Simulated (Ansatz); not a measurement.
# CHGaO: the cost of one run

The runs use Ansatz 0.2.0, Gaussian basis; cc-pVTZ, all electrons in the functionals, frozen cores in the correlation of double hybrids and RPA.

Plan: PBE, revPBE, r2SCAN, PBE0, B3LYP, wB97M-V, B2PLYP, RKS PBE0, RPA-PBE.

## Step 1: What is computed

The geometry is a PBE0/def2-TZVP stationary point (not a proven minimum). No spin-orbit coupling is included. The filled d shell of Ga may be among the frozen orbitals whatever the setting's name suggests; the logs give the count.

4 atoms, charge 0, spin multiplicity 1.

Atoms are counted from 1 here; the program's logs count them from 0.

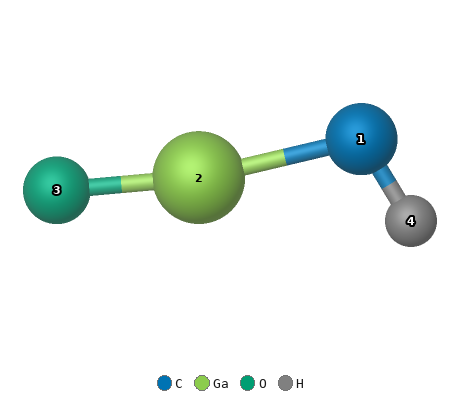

The geometry (carbon blue, gallium green, oxygen teal, hydrogen grey); atoms are numbered from 1 in the order of the file.

No dispersion term is added; wB97M-V holds VV10 nonlocal correlation. B3LYP takes the VWN-RPA correlation.

## Step 2: PBE (unrestricted)

Contents of in.yaml:

```yaml
crystal:
  periodic: [false, false, false]
  atoms:
    - {symbol: C, position_ang: [0.000000, -0.193350, 1.932421]}
    - {symbol: Ga, position_ang: [0.000000, 0.026530, 0.008907]}
    - {symbol: O, position_ang: [0.000000, -0.022016, -1.639859]}
    - {symbol: H, position_ang: [0.000000, 0.818238, 2.387069]}
basis:
  gaussian: {orbitals: cc-pVTZ}
magnetization: {spin_polarized: true, initial_magnetization: 0}
hamiltonian: {xc: {name: PBE}}
output: {orbitals: {seedname: orbitals}}
```

Command:

```bash
$ ansatz run in.yaml --threads 1 --pin off --events-out ev --progress --plain --max-ram 4096MiB --backend cpu
```

What time and memory should one allow on 1 thread of AMD EPYC 7R13, shared host?

About 24 s, with a peak of 0.26 GiB.
